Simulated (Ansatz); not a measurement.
# C2Si (Silicon dicarbide) at 6 levels

Aim: a comparison of 6 runs (UHF/STO-3G, HSE06/STO-3G, PBE0/STO-3G, wB97M-V/STO-3G, wB97X/STO-3G, UCCSD(T)/STO-3G) of C2Si (Silicon dicarbide). 

The calculation is run with Ansatz 0.2.0.

53 further runs of the same task are left out: 16 that didn't finish, 37 set aside as unsound or not needed.

## (1) Starting point

C2Si: 3 atoms, total charge 0, spin state singlet. SMILES: `C1#C[Si]1`. The Si3–C2 distance was set to 4.452 Å, away from the relaxed value. At this shape a bond of the SMILES string is far longer than usual.

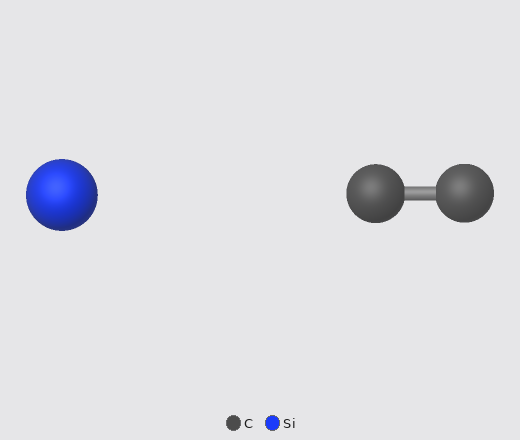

The structure, seen from a chosen angle (carbon dark grey, silicon blue).

## (2) A single-point energy at UHF/STO-3G (run 1)

The input, run.yaml:

```yaml
crystal:
  periodic: [false, false, false]
  atoms:
    - symbol: C
      position_ang: [-3.185075, 2.111443, -1.497720]
    - symbol: C
      position_ang: [-2.208415, 1.463153, -1.038550]
    - symbol: Si
      position_ang: [1.247000, -0.826740, 0.586370]
basis:
  gaussian:
    orbitals: STO-3G
magnetization:
  spin_polarized: true
  initial_magnetization: 0
hamiltonian:
  xc: hf
accuracy: high
```

Started as:

```bash
$ ansatz run run.yaml --threads 1 --pin off --max-ram 2610MiB --events-out events.jsonl --progress --plain --runs-dir runs
```

Output, cut to the lines that bear on the results:

```text
Warning: RAYON_NUM_THREADS=1 ignored (pool sized by the plan → 1); use --threads N
Functional definition: HF
  name "HF"
[...]
287 factors; integrals over basis functions are off by at most 2.2e-8 eV
[...]
mean field -9796.01767861 eV, -359.9970097098 hartree, gradient 8.6e-10 eV, S^2 2.834440; 10 other end points of the search recorded, 0 dependent functions left out
reference -9796.01767861 eV, -359.9970097098 hartree; 13, 13 occupied and 6, 6 virtual orbitals, 287 factors
Total energy: -9796.01767861 eV, -359.9970097098 hartree
```

It took 1.6 s on 1 thread of Arm Neoverse V2, shared host.

## (3) The energy at HSE06/STO-3G (run 2)

The input, run.yaml:

```yaml
crystal:
  periodic: [false, false, false]
  atoms:
    - {symbol: C, position_ang: [-3.185075, 2.111443, -1.497720]}
    - {symbol: C, position_ang: [-2.208415, 1.463153, -1.038550]}
    - {symbol: Si, position_ang: [1.247000, -0.826740, 0.586370]}
basis:
  gaussian:
    orbitals: STO-3G
hamiltonian:
  xc: {name: HSE06}
accuracy: high
```

Started as:

```bash
$ ansatz run run.yaml --threads 1 --pin off --max-ram 2610MiB --events-out events.jsonl --progress --plain --runs-dir runs
```

Output:

```text
Warning: RAYON_NUM_THREADS=1 ignored (pool sized by the plan → 1); use --threads N
Functional definition: HSE06
  name "HSE06"
  parameter a = 0.25
  parameter omega = 0.11/bohr
  exchange = pbe_x - a*pbe_x_sr(omega) + a*exact_x_sr(omega)
  correlation = pbe_c
287 factors; integrals over basis functions are off by at most 2.2e-8 eV
64 factors; integrals over basis functions are off by at most 9.5e-10 eV
mean field evaluation 1: about -9790.2707 eV, gradient 1.3e1 eV
mean field evaluation 2: about -9630.4563 eV, gradient 3.5e1 eV
mean field evaluation 4: about -9808.5013 eV, gradient 3.5e1 eV
mean field evaluation 8: about -9808.4627 eV, gradient 3.5e1 eV
mean field evaluation 16: about -9812.9224 eV, gradient 8.9e-2 eV
mean field evaluation 32: about -9812.9255 eV, gradient 2.5e-8 eV
mean field evaluation 64: about -9812.9182 eV, gradient 1.0e-1 eV
mean field -9812.92545569 eV, -360.6183590568 hartree, gradient 1.9e-8 eV, S^2 0.000000; 4 other end points of the search recorded, 0 dependent functions left out
reference -9812.92545755 eV, -360.6183591252 hartree; 13, 13 occupied and 6, 6 virtual orbitals, 287 factors
Total energy: -9812.92545755 eV, -360.6183591252 hartree
```

It took 3.9 s on 1 thread of Arm Neoverse V2, shared host.

Runs 3 to 5 aren't shown in full; the table further down has their settings and results.

## (4) The energy at UCCSD(T)/STO-3G (run 6)

The input, input.yaml:

```yaml
crystal:
  periodic: [false, false, false]
  atoms:
    - {symbol: C, position_ang: [-3.185075, 2.111443, -1.497720]}
    - {symbol: C, position_ang: [-2.208415, 1.463153, -1.038550]}
    - {symbol: Si, position_ang: [1.247000, -0.826740, 0.586370]}
basis:
  gaussian:
    orbitals: STO-3G
scf:
  omitted_lower_state_checks: [cluster_reference, increment]
magnetization:
  spin_polarized: true
  initial_magnetization: 0
accuracy: high
correlation:
  method: ccsd_t
  frozen_orbitals: {C: 1, Si: 5}
```

Started as:

```bash
$ ansatz run input.yaml --threads 1 --pin off --max-ram 2610MiB --events-out events.jsonl --progress --plain --runs-dir runs
```

Output:

```text
Warning: RAYON_NUM_THREADS=1 ignored (pool sized by the plan → 1); use --threads N
[... 29 lines left out ...]
7 core orbitals not correlated: weight in the atoms' cores, before any rotation towards them, 1.000 or more for the frozen orbitals, at most 0.000 for the correlated occupied ones
[... 69 lines left out ...]
WARN: these amplitudes may be one of several solutions (largest doubles amplitude 0.99, level shift 0.00 eV)
Total energy: -9800.35660201 eV, -360.1564622035 hartree
Checks for a lower state left out: cluster_reference, increment
```

Run time: 2.1 s. Hardware: 1 thread of Arm Neoverse V2, shared host.

## (5) Overview of the runs

| run | level | frozen core orbitals | energy (Eh) | wall time |
| --- | --- | --- | --- | --- |
| 1 | UHF/STO-3G | – | -359.997010 | 1.6 s |
| 2 | HSE06/STO-3G | – | -360.618359 | 3.9 s |
| 3 | PBE0/STO-3G | – | -360.626396 | 2.3 s |
| 4 | wB97M-V/STO-3G | – | -360.846916 | 22 s |
| 5 | wB97X/STO-3G | – | -360.781260 | 8.7 s |
| 6 | UCCSD(T)/STO-3G | 7 | -360.156462 | 2.1 s |

## (6) Summary of results

| quantity | value |
| --- | --- |
| run 6: total energy | -360.15646 Eh |
| run 6: correlation energy (7 core orbitals frozen) | -159.5 mEh |
| run 6: (T) correction | -1.51 mEh |
| run 6: ⟨S²⟩ of the reference determinant | 2.834 |
| run 6: T1 diagnostic | 0.092 |

Totals of different functionals can't be ranked against each other. In runs 1, 2, 3, 4, 5, 6 the basis is minimal, so the values are rough. In runs 2, 3, 4, 5 a closed-shell determinant meets a far-stretched bond, which it describes badly. Spin contamination of the reference: run 1 ⟨S²⟩ = 2.83, run 6 ⟨S²⟩ = 2.83. Where it is this large, the reference is a mixture of spin states, and values that rest on it are in doubt. All runs together took 41 s, the longest 22 s.
